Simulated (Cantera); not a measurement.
Charge: 1 mol CS2, 0.37 mol H2, 42 mol N2, held at 0.0750 Torr.

These are equilibrium values from Cantera (NASA tables, ideal gas, pure condensed phases), not measurements of a reactor. Candidate condensed phases: C, C6H6, C7H8, C8H18, S; 100 gas species. Gases not in the tables: S3 to S7. Rates play no part.

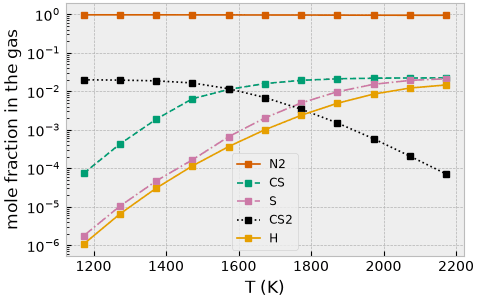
Figure: Equilibrium gas composition (values under 1e-9 drawn at 1e-9)

Q: Read off the mole fractions at 2073 K.

A: N2 about 0.94, CS about 0.022, S about 0.019, H about 0.012, CS2 about 0.00021.
